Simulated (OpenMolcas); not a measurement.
# Hf²⁺ among point charges: CASSCF levels and susceptibility

How does a field of 5 point charges split the states of Hf²⁺, and what χT follows?

Program: OpenMolcas 26.06. Level of theory: state-averaged CASSCF, spin-orbit coupling by RASSI with atomic mean-field integrals. These are calculated values, not measurements, unless marked.

1 further run of the same task is left out (it didn't finish).

## 1. What is computed

| Quantity | Value |
| --- | --- |
| Species | Hf²⁺ (hafnium, Z = 72, 70 electrons) |
| Basis | ANO-RCC-VDZP [7s6p4d2f1g], 68 functions |
| Scalar Hamiltonian | DKH2, point nucleus |
| Inactive shells | 1s 2s 2p 3s 3p 3d 4s 4p 4d 4f 5s 5p |
| Active space | 2 electrons in 5 orbitals (5d) |
| Some configurations of this space | 5d² |
| Orbitals | optimised for each spin and parity, averaged over all roots |

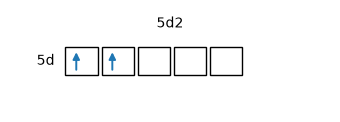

Occupation of the outer shells (arrows by Hund's rule).

The ion sits among 5 point charges of -1.5 e arranged as a square pyramid (C4v), 1.9 Å from the ion, with the axial distance 2.204 Å. The active orbitals were held to one l.

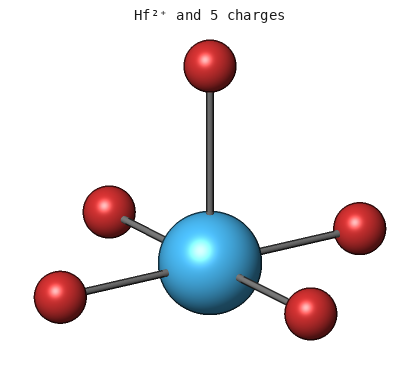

The ion and the point charges (red).

The work runs as a chain of OpenMolcas steps in one folder; each step below is one input file. Labels, J, g values, rates, χT and fits are worked out afterwards by a script from the matrices that RASSI stores.

## 2. GATEWAY and SEWARD: basis and integrals

a.inp reads:

```
&GATEWAY
Coord
1

Hf 0.0 0.0 0.0
Basis=ANO-RCC-VDZP
Group=NoSym
NoMove
AngMom=0.0 0.0 0.0
AMFI
XField
5 Angstrom 0
1.900000 0.000000 0.000000 -1.500000
0.000000 1.900000 0.000000 -1.500000
-1.900000 0.000000 0.000000 -1.500000
0.000000 -1.900000 0.000000 -1.500000
0.000000 0.000000 2.204000 -1.500000
&SEWARD
```

On the command line:

```console
> OMP_NUM_THREADS=1 MOLCAS_MEM=1689 MOLCAS_PROJECT=a pymolcas a.inp > a.log
```

Output:

```text
Basis set label: HF.ANO-RCC...7S6P4D2F1G.

      Electronic valence basis set:
      ------------------
      Associated Effective Charge  72.000000 au
      Associated Actual Charge     72.000000 au
      Nuclear Model: Point charge

      Shell  nPrim  nBasis  Cartesian Spherical Contaminant
         s      24       7        X
         p      21       6        X
         d      15       4                 X
         f      11       2                 X
         g       4       1                 X
                  Relativistic Douglas-Kroll-Hess integrals:
                    - DKH order of Hamiltonian: 2
                    - DKH order of Properties : 0
                  Atomic mean-field integrals
```

## 3. CASSCF: triplets, 10 roots

a.inp reads:

```
&RASSCF
FileOrb=start.orb
Symmetry=1
Spin=3
nActEl=2 0 0
Inactive=34
Ras2=5
CIRoot=10 10 1
SDav=10
CIMx=300
Iter=120 100
PrWF=0.3
OrbListing=Nothing
MaxOrb=0
SupSym
1
20 10 11 12 13 14 19 20 21 22 23 35 36 37 38 39 48 49 50 51 52
>>> COPY $Project.JobIph JOB001
```

start.orb holds the contracted functions of the basis, ordered by shell, or the orbitals of the step before.

Output (excerpt; [...] marks lines left out):

```text
[...]
      Number of active orbitals                  5
[...]
      Spin quantum number                      1.0
[...]
      Active orbitals                            5
[...]
      Number of CSFs                            10
      Number of root(s) required                10
[...]
      Convergence after  8 iterations
[...]
      Natural orbitals and occupation numbers for root  1
      sym 1:   0.002193   0.000000   0.997807   0.997807   0.002193
      Natural orbitals and occupation numbers for root  2
      sym 1:   0.930602   0.069398   0.930602   0.069398  -0.000000
      Natural orbitals and occupation numbers for root  3
      sym 1:   0.930602   0.930602   0.069398   0.069398   0.000000
::    RASSCF root number  1 Total energy: -15067.58772037
::    RASSCF root number  2 Total energy: -15067.53028848
::    RASSCF root number  3 Total energy: -15067.53028848
[...]
::    RASSCF root number  7 Total energy: -15067.37397444
::    RASSCF root number  8 Total energy: -15067.37397444
::    RASSCF root number  9 Total energy: -15067.30602290
::    RASSCF root number 10 Total energy: -15067.29015293
```

## 4. CASSCF: singlets, 15 roots

a.inp reads:

```
&RASSCF
FileOrb=start.orb
Symmetry=1
Spin=1
nActEl=2 0 0
Inactive=34
Ras2=5
CIRoot=15 15 1
SDav=15
CIMx=300
Iter=120 100
PrWF=0.3
OrbListing=Nothing
MaxOrb=0
SupSym
1
20 10 11 12 13 14 19 20 21 22 23 35 36 37 38 39 48 49 50 51 52
>>> COPY $Project.JobIph JOB002
```

Output (excerpt; [...] marks lines left out):

```text
[...]
      Number of active orbitals                  5
[...]
      Spin quantum number                      0.0
[...]
      Active orbitals                            5
[...]
      Number of CSFs                            15
      Number of root(s) required                15
[...]
      Convergence after  8 iterations
[...]
      Natural orbitals and occupation numbers for root  1
      sym 1:   0.003500  -0.000000   0.003500   0.996500   0.996500
      Natural orbitals and occupation numbers for root  2
      sym 1:   0.000000   0.000780   0.000780   0.999220   0.999220
      Natural orbitals and occupation numbers for root  3
      sym 1:   0.058652   0.013302   0.003986   0.962030   0.962030
::    RASSCF root number  1 Total energy: -15067.55642044
::    RASSCF root number  2 Total energy: -15067.55617536
::    RASSCF root number  3 Total energy: -15067.53125517
[...]
::    RASSCF root number 12 Total energy: -15067.34234822
::    RASSCF root number 13 Total energy: -15067.27209526
::    RASSCF root number 14 Total energy: -15067.26558077
::    RASSCF root number 15 Total energy: -15067.09546695
```

## 5. RASSI: spin-orbit coupling between the states

a.inp reads:

```
&RASSI
NrOfJobIphs=2 10 15
1 2 3 4 5 6 7 8 9 10
1 2 3 4 5 6 7 8 9 10 11 12 13 14 15
IphNames
JOB001
JOB002
EJob
SpinOrbit
DIPRint=1.0
SOCoupling=1000.0
Subsets=2
Property=9
'ANGMOM' 1 'ANGMOM' 2 'ANGMOM' 3 'MLTPL  1' 1 'MLTPL  1' 2 'MLTPL  1' 3
'AMFI' 1 'AMFI' 2 'AMFI' 3
SOProperty=3
'ANGMOM' 1 'ANGMOM' 2 'ANGMOM' 3
```

Output (excerpt; [...] marks lines left out):

```text
SPIN-FREE ENERGIES:
  (Shifted by EMIN (a.u.) =     -15067.5877203675)
 SF State       Relative EMIN(au)   Rel lowest level(eV)    D:o, cm**(-1)      L_eff
     1             0.0000000000        0.0000000000              0.0000         2.7
    11             0.0312999285        0.8517144431           6869.5403         3.1
    12             0.0315450081        0.8583833982           6923.3290         3.2
    13             0.0564651983        1.5364963206          12392.6786         3.0
     2             0.0574318840        1.5628011782          12604.8416         2.9
     3             0.0574318840        1.5628011782          12604.8416         2.9
     5             0.0905291447        2.4634235226          19868.8507         1.8
     4             0.0905291447        2.4634235226          19868.8507         1.8
    14             0.0923750036        2.5136519017          20273.9699         3.0
    15             0.0923750036        2.5136519017          20273.9699         3.0
[...]
Eigenvalues of complex Hamiltonian:
   -----------------------------------
  (Shifted by EMIN (a.u.) =     -15067.5877203675)
 SO State       Relative EMIN(au)   Rel lowest level(eV)    D:o, cm**(-1)     J-value
     1            -0.0013243027        0.0000000000              0.0000         2.8
     2            -0.0007693336        0.0151014776            121.8016         2.8
     3            -0.0007693336        0.0151014776            121.8016         2.8
     4             0.0298814525        0.8491518584           6848.8716         2.6
     5             0.0300945268        0.8549499055           6895.6360         2.5
     6             0.0551715074        1.5373293080          12399.3971         2.3
     7             0.0557286424        1.5524897242          12521.6741         2.1
     8             0.0557537221        1.5531721773          12527.1784         3.0
     9             0.0569509633        1.5857507708          12789.9425         2.5
    10             0.0569509633        1.5857507708          12789.9425         2.5
    11             0.0587421639        1.6344918213          13183.0656         2.5
[...]
```

These steps took 4.5 s in all on 1 thread, shared host.

States without spin-orbit coupling:

```csv
state,degeneracy,E (cm-1),free-ion L (%)
triplet,1,0,F (84)
singlet,1,6870,G (51)
singlet,1,6923,G (55)
singlet,1,12393,G (57)
triplet,2,12605,F (98)
triplet,2,19869,P (68)
singlet,2,20274,D (57)
singlet,2,24353,G (95)
triplet,1,28141,F (100)
singlet,1,35876,G (49)
singlet,1,36444,D (51)
singlet,1,46045,G (48)
triplet,2,46912,F (70)
singlet,2,53853,G (62)
triplet,1,61825,F (100)
triplet,1,65309,P (84)
singlet,1,69272,G (100)
singlet,1,70701,D (55)
singlet,1,108037,G (47)
```

With spin-orbit coupling:

```tsv
E (cm-1)	Degeneracy	2S+1	g
0.0	1	3	
121.8	2	3	0.00 0.00 3.98
6849	1	1	
6896	1	1	
12399	1	3	
12522	1	3	
12527	1	1	
12790	2	3	0.00 0.00 1.53
13183	1	3	
13256	1	3	
19956	1	3	
20052	1	3	
20070	2	3	0.00 0.00 0.97
20444	2	1	0.00 0.00 1.34
20458	1	3	
20530	1	3	
24684	2	1	0.00 0.00 1.72
28552	1	3	
28620	2	3	0.00 0.00 3.58
36137	1	1	
36766	1	1	
46406	1	1	
46853	1	3	
46893	1	3
```

Principal g values are given for doublets only; a zero marks a field direction without first-order Zeeman splitting.

Powder χT (cm³ K/mol): 0.02 at 2 K, 0.04 at 5 K, 0.08 at 10 K, 0.15 at 20 K, 0.38 at 50 K, 0.60 at 100 K, 0.69 at 150 K, 0.73 at 200 K, 0.75 at 250 K, 0.77 at 300 K.

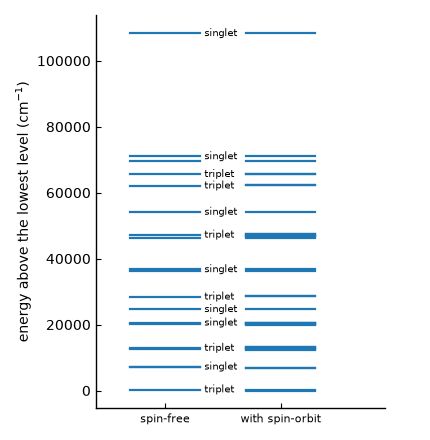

The states in the field without (left) and with (right) spin-orbit coupling.

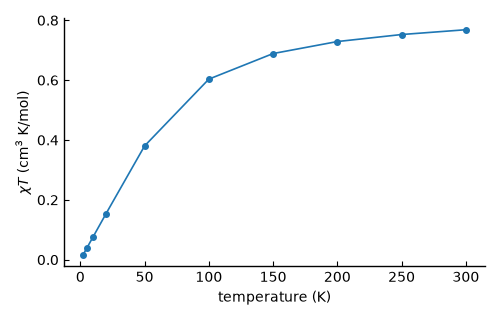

χT against temperature.

Orbitals of the lowest block (energies include the constant potential of the surroundings):

```csv
shell,space,energy (hartree),mean occupation,⟨r²⟩ (bohr²)
1s,inactive,-2408.2250,2.000,0.000463
2s,inactive,-415.9704,2.000,0.00755
2p,inactive,-366.3234,6.000,0.00621
3s,inactive,-95.8934,2.000,0.0495
3p,inactive,-80.6864,6.000,0.0500
3d,inactive,-62.0194,10.000,0.0419
4s,inactive,-19.3209,2.000,0.248
4p,inactive,-14.2125,6.000,0.281
4d,inactive,-7.3582,10.000,0.334
4f,inactive,0.2519,14.000,0.554
5s,inactive,-1.5391,2.000,1.50
5p,inactive,-0.1985,6.000,2.05
5d,RAS2,,2.000,7.47
```

## 6. What came out

| quantity | value |
| --- | --- |
| method | CASSCF |
| spin-free ground state | triplet, 1-fold in its orbital part |
| first state of the same spin within the active space | triplet at 12600 cm⁻¹ |
| lowest level | 1-fold |
| next level | 121.8 cm⁻¹ |
| χT at 300 K | 0.77 cm³ K/mol |
| effective moment at 300 K | 2.48 μB |

In words: The spin-free ground state (triplet) comes to 84 % from free-ion F terms and keeps the highest spin of the shell. χT at 300 K is 0.77, against 1.00 cm³ K/mol for the spin alone, so spin-orbit coupling lowers it. The field of point charges can differ much from that of real complexes. Point charges carry no covalency, so the field is a model and not that of real ligands.
